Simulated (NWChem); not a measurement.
**CH3Cl3Si (methyltrichlorosilane): levels of theory compared**

Aim: a comparison of 6 runs (HF/3-21G, HF/cc-pVDZ, TPSS/STO-3G, B3LYP/6-31G*, SVWN5/6-311G**, MP2/cc-pVDZ) of CH3Cl3Si (methyltrichlorosilane). 

The calculation is run with NWChem 7.3.0.

**1. Starting point**

CH3Cl3Si has 8 atoms, charge 0, and is taken as a singlet. As SMILES, `C[Si](Cl)(Cl)Cl`. The coordinates come from a PBE0-D4/def2-TZVP relaxation.

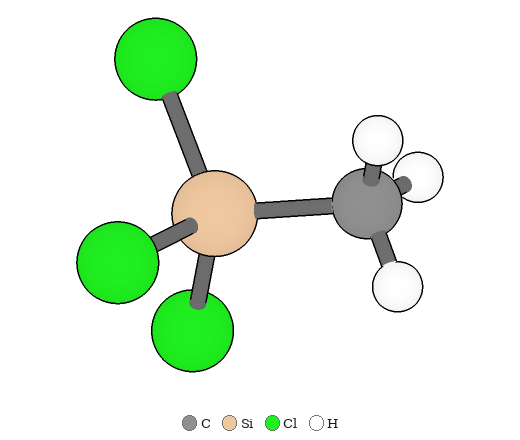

Viewed from a chosen angle; carbon grey, silicon light orange, chlorine green, hydrogen white.

**2. Energy and gradient at HF/3-21G (run 1)**

input.nw reads:

```
START input
TITLE "CH3Cl3Si hf"
memory stack 880 mb heap 220 mb global 1100 mb
GEOMETRY noautosym nocenter noautoz
   C       -0.728900      -0.279600       0.686100
   Si       0.568900       0.197900      -0.528700
   Cl       2.360400      -0.640000      -0.033600
   Cl       0.065900      -0.429500      -2.402200
   Cl       0.801200       2.223000      -0.573800
   H       -0.844500      -1.365200       0.700800
   H       -0.448300       0.061100       1.684800
   H       -1.682600       0.175200       0.410800
END
BASIS spherical bse
   * library 3-21G
END
SCF
   thresh 1e-08
   maxiter 80
END
TASK scf gradient
```

Started as:

```console
$ nwchem input.nw > input.out
```

What it wrote:

```text
[...]
  functions       =    67
[...]
  wavefunction    = RHF
[...]
         Total SCF energy =  -1698.825586551971
      One-electron energy =  -3226.182159363359
      Two-electron energy =   1087.059207273977
 Nuclear repulsion energy =    440.297365537411
        Time for solution =      2.9s
[...]
                         RHF ENERGY GRADIENTS
    atom               coordinates                        gradient
                 x          y          z           x          y          z
   1 C      -1.377421  -0.528367   1.296541    0.010874   0.003979  -0.010176
   2 Si      1.075065   0.373977  -0.999098    0.020156   0.007380  -0.018883
   3 Cl      4.460509  -1.209425  -0.063495   -0.038729   0.018897  -0.011837
   4 Cl      0.124533  -0.811637  -4.539500    0.012076   0.014237   0.040606
   5 Cl      1.514048   4.200861  -1.084325   -0.004205  -0.044453   0.000121
   6 H      -1.595874  -2.579854   1.324320    0.000717  -0.005218  -0.001171
   7 H      -0.847164   0.115462   3.183810    0.002811   0.002290   0.004041
   8 H      -3.179653   0.331080   0.776299   -0.003701   0.002888  -0.002700
[...]
```

Wall time 4.5 s (1 thread of AMD EPYC 9R14 (Zen 4), shared host); peak memory 0.1 GiB.

**3. Energy and forces at HF/cc-pVDZ (run 2)**

run.py reads:

```python
from ase import Atoms
from ase.calculators.nwchem import NWChem

molecule = Atoms(['C', 'Si', 'Cl', 'Cl', 'Cl', 'H', 'H', 'H'], positions=[
    [-0.728900, -0.279600, 0.686100],
    [0.568900, 0.197900, -0.528700],
    [2.360400, -0.640000, -0.033600],
    [0.065900, -0.429500, -2.402200],
    [0.801200, 2.223000, -0.573800],
    [-0.844500, -1.365200, 0.700800],
    [-0.448300, 0.061100, 1.684800],
    [-1.682600, 0.175200, 0.410800],
])

calc = NWChem(
    label='run',
    theory='scf',
    memory='2200 mb',
    basis='cc-pVDZ',
    basispar='spherical bse',
    scf={'nopen': '0', 'rhf': None, 'thresh': '1e-08', 'maxiter': '80'},
)
molecule.calc = calc

forces = molecule.get_forces()
print("Total energy (eV):", round(molecule.get_potential_energy(), 6))
print("forces (eV/A):")
for s, f in zip(molecule.symbols, forces):
    print(f"{s:2s} {f[0]:10.5f} {f[1]:10.5f} {f[2]:10.5f}")
print("dipole (e A):", molecule.get_dipole_moment().round(4))
```

Started as:

```console
$ export ASE_NWCHEM_COMMAND="nwchem PREFIX.nwi > PREFIX.nwo"
$ python run.py
```

What it wrote:

```text
Total energy (eV): -46456.165993
forces (eV/A):
C    -0.22729   -0.08248    0.21278
Si   -0.18671   -0.06700    0.17545
Cl    0.53402   -0.24791    0.14480
Cl   -0.14717   -0.18548   -0.55824
Cl    0.07112    0.60025   -0.01543
H    -0.01610    0.00396    0.01635
H    -0.02047   -0.01018    0.00494
H    -0.00735   -0.01116    0.01933
dipole (e A): [-0.3375 -0.1243  0.3159]
```

The calculator wrote run.nwi:

```
title "run"

permanent_dir run

scratch_dir run

start run

geometry units angstrom nocenter noautosym noautoz
  C  -7.2889999999999999e-01 -2.7960000000000002e-01 6.8610000000000004e-01
  Si 5.6889999999999996e-01 1.9789999999999999e-01 -5.2869999999999995e-01
  Cl 2.3603999999999998e+00 -6.4000000000000001e-01 -3.3599999999999998e-02
  Cl 6.5900000000000000e-02 -4.2949999999999999e-01 -2.4022000000000001e+00
  Cl 8.0120000000000002e-01 2.2229999999999999e+00 -5.7379999999999998e-01
  H  -8.4450000000000003e-01 -1.3652000000000000e+00 7.0079999999999998e-01
  H  -4.4829999999999998e-01 6.1100000000000002e-02 1.6848000000000001e+00
  H  -1.6826000000000001e+00 1.7519999999999999e-01 4.1080000000000000e-01
end

memory 2200 mb

basis spherical bse noprint
   * library cc-pVDZ
end

scf
  nopen 0
  rhf
  thresh 1e-08
  maxiter 80
end

task scf gradient
```

run.nwo:

```text
Northwest Computational Chemistry Package (NWChem) 7.3.0
             --------------------------------------------------------

           Job information
           ---------------

    nwchem branch   = 7.3.0
    use scalapack   = T
    input           = run.nwi
    prefix          = run.
    data base       = run/run.db
    status          = startup
    nproc           =        1

           Memory information
           ------------------

[... 5 lines left out ...]
    hardfail = no
[... 137 lines left out ...]
         Quadratically convergent ROHF
[... 14 lines left out ...]
       Final RHF  results
[... 4 lines left out ...]
      Two-electron energy =   1089.908045696374
[... 56 lines left out ...]
                       ROHF Final Molecular Orbital Analysis
[... 286 lines left out ...]
                 ----------------------------------------
                 |  Time  |  1-e(secs)   |  2-e(secs)   |
                 ----------------------------------------
                 |  CPU   |       0.01   |      24.85   |
                 ----------------------------------------
                 |  WALL  |       0.01   |      24.85   |
                 ----------------------------------------

 Task  times  cpu:      135.5s     wall:      135.5s
 Total times  cpu:      135.6s     wall:      135.6s
```

It took 2.3 min on 1 thread of AMD EPYC 9R14 (Zen 4), shared host; peak memory 0.1 GiB.

**4. Energy and forces at TPSS/STO-3G (run 3)**

mymol.nw reads:

```
start mymol
title "CH3Cl3Si TPSS"
memory 2200 mb

geometry units angstrom noautosym nocenter noautoz
  C     -0.728900    -0.279600     0.686100
  Si     0.568900     0.197900    -0.528700
  Cl     2.360400    -0.640000    -0.033600
  Cl     0.065900    -0.429500    -2.402200
  Cl     0.801200     2.223000    -0.573800
  H     -0.844500    -1.365200     0.700800
  H     -0.448300     0.061100     1.684800
  H     -1.682600     0.175200     0.410800
end

basis spherical bse
  * library STO-3G
end

dft
  xc xtpss03 ctpss03
  grid xfine
  convergence energy 1e-08
  iterations 100
  mulliken
  noprint "final vectors analysis"
end

task dft gradient
```

Started as:

```console
$ nwchem mymol.nw > mymol.out
```

What it wrote:

```text
[...]
          Wavefunction type:  closed shell.
          No. of atoms     :     8
          No. of electrons :    74
[...]
          Charge           :     0
          Spin multiplicity:     1
[...]
          AO basis - number of functions:    44
[...]
              XC Information
              --------------
                  TPSS metaGGA Exchange Functional  1.000
             TPSS03 metaGGA Correlation Functional  1.000
[...]
 d= 0,ls=0.0,diis     1  -1691.2234330925 -2.13D+03  6.39D-02  6.30D-01     1.5
[...]
 d= 0,ls=0.0,diis     7  -1691.3869347048 -9.79D-10  2.95D-07  3.37D-11     7.7
         Total DFT energy =    -1691.386934704826
      One electron energy =    -3216.650282923967
           Coulomb energy =     1197.201910115706
    Exchange-Corr. energy =     -112.235927433975
 Nuclear repulsion energy =      440.297365537411
[...]
  wavefunction    = closed shell
                         DFT ENERGY GRADIENTS
    atom               coordinates                        gradient
                 x          y          z           x          y          z
   1 C      -1.377421  -0.528367   1.296541    0.003982   0.001439  -0.003728
   2 Si      1.075065   0.373977  -0.999098    0.009098   0.003307  -0.008533
   3 Cl      4.460509  -1.209425  -0.063495   -0.028764   0.014224  -0.009067
   4 Cl      0.124533  -0.811637  -4.539500    0.009260   0.010738   0.030184
   5 Cl      1.514048   4.200861  -1.084325   -0.002924  -0.033175  -0.000117
   6 H      -1.595874  -2.579854   1.324320    0.002088   0.008062  -0.001308
   7 H      -0.847164   0.115462   3.183810   -0.000670  -0.001897  -0.008143
   8 H      -3.179653   0.331080   0.776299    0.007930  -0.002698   0.000713
[...]
```

Run time: 11 s. Hardware: 1 thread of AMD EPYC 9R14 (Zen 4), shared host; peak memory 0.14 GiB.

Runs 4 to 5 aren't shown in full; the table further down has their settings and results.

**5. Energy and gradient at MP2/cc-pVDZ (run 6)**

geom.xyz reads:

```xyz
8
CH3Cl3Si
C     -0.728900    -0.279600     0.686100
Si     0.568900     0.197900    -0.528700
Cl     2.360400    -0.640000    -0.033600
Cl     0.065900    -0.429500    -2.402200
Cl     0.801200     2.223000    -0.573800
H     -0.844500    -1.365200     0.700800
H     -0.448300     0.061100     1.684800
H     -1.682600     0.175200     0.410800
```

geom.nw reads:

```
start geom
title "CH3Cl3Si"
memory total 2200 mb
geometry units angstrom noautosym nocenter noautoz
   load format xyz geom.xyz
end
basis spherical bse
   * library cc-pVDZ
end
scf
   thresh 1e-08
   maxiter 80
   noprint "final vectors analysis"
end
mp2
   freeze core 21
   tight
end
task mp2 gradient
```

Started as:

```console
$ nwchem geom.nw > geom.out
```

What it wrote:

```text
[...]
  functions       =   101
[...]
  wavefunction    = RHF
[...]
         Total SCF energy =  -1707.232625026339
      One-electron energy =  -3237.438036260368
      Two-electron energy =   1089.908045696617
 Nuclear repulsion energy =    440.297365537411
        Time for solution =    107.7s
[...]
          Total MP2 energy         -1707.869722166475
[...]
                         mp2 ENERGY GRADIENTS
    atom               coordinates                        gradient
                 x          y          z           x          y          z
   1 C      -1.377421  -0.528367   1.296541   -0.000376  -0.000161   0.000348
   2 Si      1.075065   0.373977  -0.999098    0.002919   0.001041  -0.002745
   3 Cl      4.460509  -1.209425  -0.063495   -0.010391   0.005202  -0.003365
   4 Cl      0.124533  -0.811637  -4.539500    0.003442   0.003934   0.010913
   5 Cl      1.514048   4.200861  -1.084325   -0.000990  -0.012025  -0.000111
   6 H      -1.595874  -2.579854   1.324320    0.000839   0.007117  -0.000182
   7 H      -0.847164   0.115462   3.183810   -0.001735  -0.002181  -0.006564
   8 H      -3.179653   0.331080   0.776299    0.006293  -0.002927   0.001706
[...]
```

Wall time 4.4 min (1 thread of AMD EPYC 9R14 (Zen 4), shared host); peak memory 0.38 GiB.

**6. Overview of the runs**

| run | level | iteration cap | module | energy (Eh) | dipole moment (D) | HOMO energy (eV) | LUMO energy (eV) | wall time |
| --- | --- | --- | --- | --- | --- | --- | --- | --- |
| 1 | HF/3-21G | 80 | scf | -1698.825587 | 3.35 | -12.96 | 3.39 | 4.5 s |
| 2 | HF/cc-pVDZ | 80 | scf | -1707.232625 | 2.30 | -12.46 | 4.43 | 2.3 min |
| 3 | TPSS/STO-3G | 100 | dft | -1691.386935 | 2.81 | – | – | 11 s |
| 4 | B3LYP/6-31G* (Cartesian functions) | 100 | dft | -1710.162314 | 2.34 | -8.86 | 0.04 | 23 s |
| 5 | SVWN5/6-311G** | 100 | dft | -1704.264621 | 2.41 | -8.06 | -1.32 | 29 s |
| 6 | MP2/cc-pVDZ | 80 | mp2 | -1707.869722 | 2.07 | – | – | 4.4 min |

**7. Results**

```
                                                      quantity           value
                                           run 6: total energy  -1707.86972 Eh
run 6: dipole moment (of the density that the program reports)          2.07 D
           run 6: correlation energy (21 core orbitals frozen)      -637.1 mEh
                               run 6: largest force on an atom      0.622 eV/Å
```

The dipole moment (its size) runs from 2.07 D (MP2/cc-pVDZ) to 3.35 D (HF/3-21G). The two ends differ in method and basis. Over runs 1, 2, 4, 5 the HOMO–LUMO gap runs from 6.74 eV (SVWN5/6-311G**) to 16.90 eV (HF/cc-pVDZ). Totals of different functionals can't be ranked against each other. In run 3 the basis is minimal, so the values are rough. All runs together took 7.8 min, the longest 4.4 min.
